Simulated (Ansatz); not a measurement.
```yaml
atoms:
  - { symbol: F, position_ang: [0.6868, -1.2529, -0.8713] }
  - { symbol: Ge, position_ang: [-0.1759, 1.8734, -0.4863] }
  - { symbol: Si, position_ang: [-0.7030, -0.4015, -0.8829] }
  - { symbol: H, position_ang: [0.4680, 2.6255, -1.6686] }
  - { symbol: H, position_ang: [-1.3512, -0.6400, -2.2066] }
  - { symbol: H, position_ang: [-1.5789, -0.9047, 0.2137] }
  - { symbol: H, position_ang: [-1.3544, 2.6934, 0.0786] }
```

Geometry: PBE0-D3(BJ)/def2-SVP.

These are results of Ansatz 0.2.0, isolated molecule in a Gaussian basis; Kohn-Sham density functional theory, functional PBE0, not measurements.

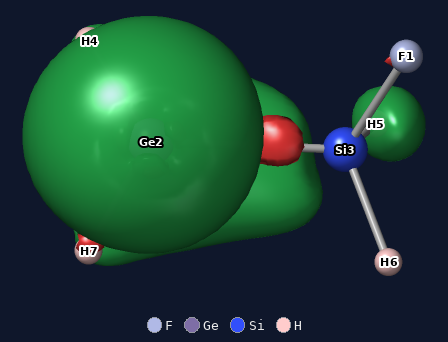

FGeH₄Si (SMILES F[SiH2][GeH2]) (doublet). Isosurfaces of the spin density (α minus β) at +0.015 (green) and −0.015 e/Å³ (red), seen across its widest extent.

Where is the unpaired spin?

The unpaired spin (1 electron) lies mostly on Ge2 (about 0.8) and Si3 (about 0.1), in electrons by Hirshfeld's partition.
